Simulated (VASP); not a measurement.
Band structure of CrB (space group Cmcm). Computed with PBEsol GGA, VASP's PBE PAW potentials (set 64) (plane waves; VASP 6.6.1).

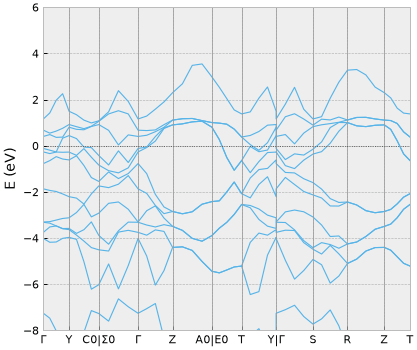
Bands along high-symmetry lines, zero at the valence-band maximum or, without a gap, the Fermi level

Problem. Read the plot: is there a gap, and where are the band edges?

Solution. It has no gap at this level: it comes out as a metal or semimetal.

The structure comes from a computed database's CrB entry (Cmcm); how it stands against other phases isn't given here. The cell was not relaxed at this level. The run is not spin-polarised, so no magnetic state was tried.
